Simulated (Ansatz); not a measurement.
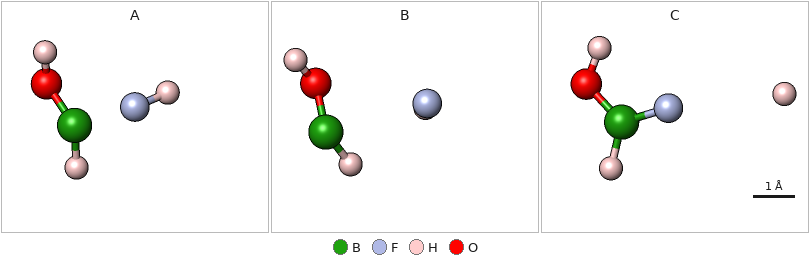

3 geometries from a converged minimum-energy path of BH3OF (multiplicity 2), made up at the start of BH2OF and H, shuffled. The picture is a ball-and-stick view, seen at a tilt.

The calculation used Ansatz, UKS B3LYP/6-31G*. Settings: 5 movable images; climbing image; force threshold 0.05 eV/Å; iteration limit 60; starting path through a guess of the saddle point.

One of them is the converged climbing image. Which?

Answer. A. In order along the path, whose images run from 0 to 6: C (image 0, 0.0 kJ/mol), A (image 3, +230.4 kJ/mol), B (image 5, +169.3 kJ/mol). Breaking: B–F (1.34 → 2.68 Å). Forming: F–H (2.91 → 0.94 Å).

Limits of the set-up: the start holds two separate molecules, 2.9 Å apart at their closest, whose relative position is a soft coordinate and is computed without a dispersion correction.
